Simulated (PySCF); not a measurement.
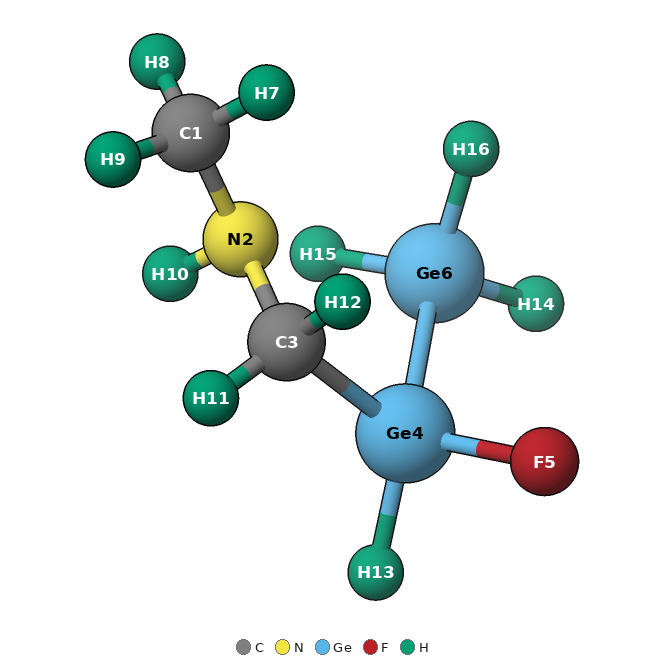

The computed structure is the end point of a GFN2-xTB optimisation. No frequency run is at hand to confirm it as a minimum. Method: B3LYP/pcJ-1 (pcSseg-1 on Ge) indirect spin-spin coupling, non-relativistic, gas phase (PySCF 2.14.0). Isotopes: 13C, 19F, 1H, 15N.

Give the spin–spin coupling constants of these pairs, with the number of bonds between them: C1/N2, N2/C3, N2/H10, N2/H8, N2/H7, N2/H11, C3/F5, F5/H13, N2/H13, N2/F5, F5/H11, F5/H15, F5/H14, F5/H12.

```
   pair  bonds apart  J (Hz)
 C1, N2            1    −3.1
 N2, C3            1    −2.0
N2, H10            1   −67.1
 N2, H8            2    −2.6
 N2, H7            2    −2.2
N2, H11            2     0.6
 C3, F5            2    10.2
F5, H13            2    45.1
N2, H13            3    −4.4
 N2, F5            3    −6.2
F5, H11            3     7.6
F5, H15            3    11.1
F5, H14            3    −1.5
F5, H12            3     5.1
```

Density functionals are unreliable for couplings to fluorine, so those rows may be far off.

The geometry is semi-empirical. Around Ge such bond lengths and angles can be off by a tenth of an ångström or more and by several degrees, and values that hang on the shape move with them.
